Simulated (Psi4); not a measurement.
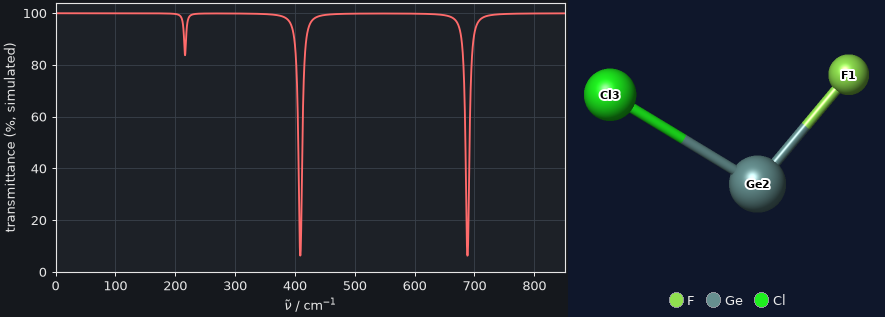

Infrared spectrum of GeClF, SMILES [F][Ge][Cl], singlet. Unscaled harmonic wavenumbers and double-harmonic intensities, ωB97X-D/def2-SVP (dispersion in the functional's name) in Psi4, at a geometry relaxed at this level, isolated molecule. Lorentzian lines of 4 cm⁻¹ full width. Close modes add up in the curve.

List the modes.

Answer.
| cm⁻¹ | km/mol |
| --- | --- |
| 216.4 | 5.9 |
| 409.0 | 92.1 |
| 688.3 | 92.7 |

Note: closed-shell singlet; other spin states weren't compared here; double-zeta basis.
